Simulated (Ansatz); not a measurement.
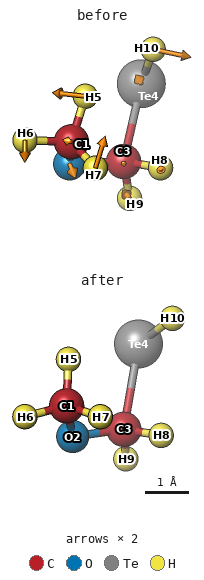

The structure of C$_{2}$H$_{6}$OTe before (top) and after (bottom) a relaxation, at one scale. The orange arrows give the displacements, 2 times their true length.

A ball-and-stick model, seen from a free direction.

The run prepares an end point of a later path (hydrogen shift) calculation, from a guessed geometry.

All numbers below come from RKS PBE-D4/def2-SVP (Ansatz 0.2.0). (no spin polarisation; force threshold 0.02 eV/Å; at most 50 steps)

### Summarise the run.

Over 6 accepted moves (7 points after the start) the energy falls by 8.83 kcal/mol. Largest force component: 2.7 eV/Å at the start, 0.0071 eV/Å at the end. The line search rejected the trial step at point 6 of the run. The largest move after the best rigid fit is that of H10, 0.47 Å. Largest moves by element: H 0.47 Å, O 0.23 Å, Te 0.18 Å, C 0.13 Å. Among the contacts that change: C3–Te4 2.163 → 2.257 Å, C1–H6 1.176 → 1.106 Å, C1–O2 1.367 → 1.413 Å, C3–H9 1.136 → 1.106 Å. Among the angles between lasting bonds that change: H8–C3–H9 103.0° → 110.3°, C1–O2–C3 108.1° → 114.7°, H5–C1–H6 103.1° → 109.2°. Groups turn about O2–C3 by about 20°. The run took 12 s on 2 threads of Intel(R) Xeon(R) Platinum 8488C (Sapphire Rapids), on a shared host, peak memory 0.15 GiB.
